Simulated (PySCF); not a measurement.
**RhH2O2: frequency calculation**

System: RhH2O2, multiplicity 4.
Method: UKS-based PBE0, Rh def2-SVP with ECP28, O def2-SVP, H def2-SVP; non-relativistic Hamiltonian with a scalar-relativistic core potential; density fitting (PySCF 2.14.0).

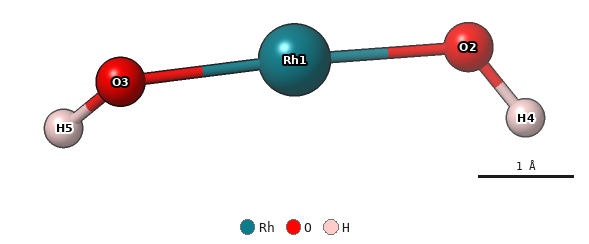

The input geometry (ball-and-stick view, seen at a tilt; atoms are numbered from 1 in the order of the input). Sticks mark near contacts. Bond lengths as drawn: H–O 0.96 Å and O–Rh 1.87 Å.

**Key numbers**

```json
{"quantity": "outcome", "value": "converged"}
{"quantity": "total energy", "value": "−261.862098 hartree"}
{"quantity": "⟨S²⟩", "value": "3.756"}
{"quantity": "zero-point energy", "value": "0.024611 hartree"}
{"quantity": "dipole moment", "value": "2.17 D"}
{"quantity": "wavenumbers, lowest and highest", "value": "124 and 3905 cm⁻¹"}
{"quantity": "hardware", "value": "2 threads of Arm Neoverse N1, 98 GiB of memory available, shared host"}
{"quantity": "wall time", "value": "88 s (CPU time 2.6 min)"}
{"quantity": "peak memory", "value": "0.98 GiB"}
```

**The input**
```python
from pyscf import gto, scf, dft
mol = gto.M(atom='''
Rh     0.000000     0.024112     0.000000
O     -0.158781    -0.030965     1.861825
O      0.158781    -0.030965    -1.861825
H     -0.574912    -0.739549     2.365097
H      0.574912    -0.739549    -2.365097''',
    basis={'Rh': 'def2-SVP', 'O': 'def2-SVP', 'H': 'def2-SVP'},
    ecp={'Rh': 'def2-SVP'},
    charge=0, spin=3)
mf = dft.UKS(mol, xc='PBE0')
mf.grids.atom_grid = (75, 302)
aux = {'Rh': 'def2-universal-JKFIT', 'O': 'def2-universal-JKFIT', 'H': 'def2-universal-JKFIT'}
mf = mf.density_fit(auxbasis=aux)
mf.conv_tol = 1e-09
mf.diis_space = 10
mf.max_cycle = 60
mf.verbose = 4
mf.kernel()
```

The script is an equivalent of the set-up of the self-consistent field. The run itself was carried out by a driver, which started from the orbitals of the step before it where there was one and computed the further properties.

Launched with:
```bash
OMP_NUM_THREADS=2 python axn.py task.json out
```

**Log**
```
init E= -261.862097886041
  alpha nocc = 19  HOMO = -0.25811775256075  LUMO = 0.0231785864362785
  beta  nocc = 16  HOMO = -0.256994536700132  LUMO = -0.124689305276966
  HOMO = -0.2569945367  LUMO = -0.124689305277  gap/eV = 3.60021
cycle= 1 E= -261.862097885875  delta_E= 1.66e-10  |g|= 2.24e-05  |ddm|= 2.27e-05
  alpha nocc = 19  HOMO = -0.258116466156098  LUMO = 0.0231789735482866
  beta  nocc = 16  HOMO = -0.256991219482566  LUMO = -0.124687337431816
  HOMO = -0.256991219483  LUMO = -0.124687337432  gap/eV = 3.60017
cycle= 2 E= -261.862097884906  delta_E= 9.7e-10  |g|= 5.34e-05  |ddm|= 5.29e-05
  alpha nocc = 19  HOMO = -0.258117352838448  LUMO = 0.0231787182597168
  beta  nocc = 16  HOMO = -0.256993607634802  LUMO = -0.124688745964509
  HOMO = -0.256993607635  LUMO = -0.124688745965  gap/eV = 3.60020
cycle= 3 E= -261.862097886085  delta_E= -1.18e-09  |g|= 7.08e-07  |ddm|= 3.72e-05
  alpha nocc = 19  HOMO = -0.258117331115852  LUMO = 0.0231787231772768
  beta  nocc = 16  HOMO = -0.25699353787298  LUMO = -0.124688705703619
  HOMO = -0.256993537873  LUMO = -0.124688705704  gap/eV = 3.60020
cycle= 4 E= -261.862097886087  delta_E= -1.25e-12  |g|= 4.67e-07  |ddm|= 1.33e-06
  alpha nocc = 19  HOMO = -0.258117355249822  LUMO = 0.0231787180033938
  beta  nocc = 16  HOMO = -0.25699362936766  LUMO = -0.124688757019371
  HOMO = -0.256993629368  LUMO = -0.124688757019  gap/eV = 3.60020
Extra cycle  E= -261.862097886087  delta_E= -1.71e-13  |g|= 5.84e-07  |ddm|= 2.96e-06
converged SCF energy = -261.862097886087  <S^2> = 3.7562402  2S+1 = 4.0031189
```

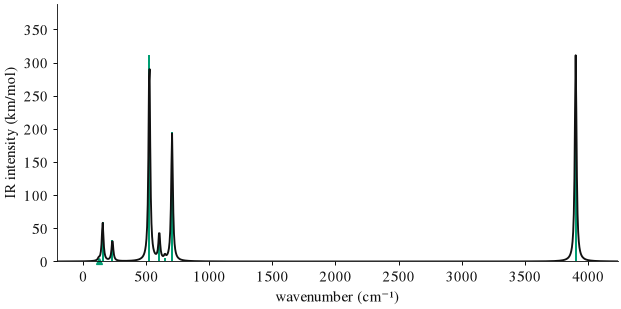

Harmonic infrared spectrum, unscaled: sticks (degenerate modes added up, dark ones marked on the axis) with a Lorentzian envelope of 16 cm⁻¹ full width, scaled to the tallest stick. 9 modes from 124 to 3905 cm⁻¹, none imaginary. The strongest line is at 525 cm⁻¹ (311 km/mol). All modes, in cm⁻¹ (km/mol): 124 (3.2), 155 (59), 233 (33), 525 (311), 604 (42), 648 (5.6), 705 (195), 3903 (253), 3905 (68).

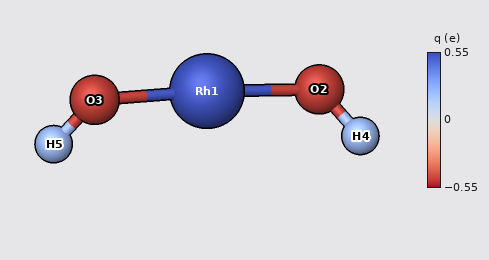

Mulliken charges, as the colour of each atom (ball-and-stick view, seen at a tilt; atoms are numbered from 1 in the order of the input). By element: Rh +0.52, O −0.47 and H +0.21 e.
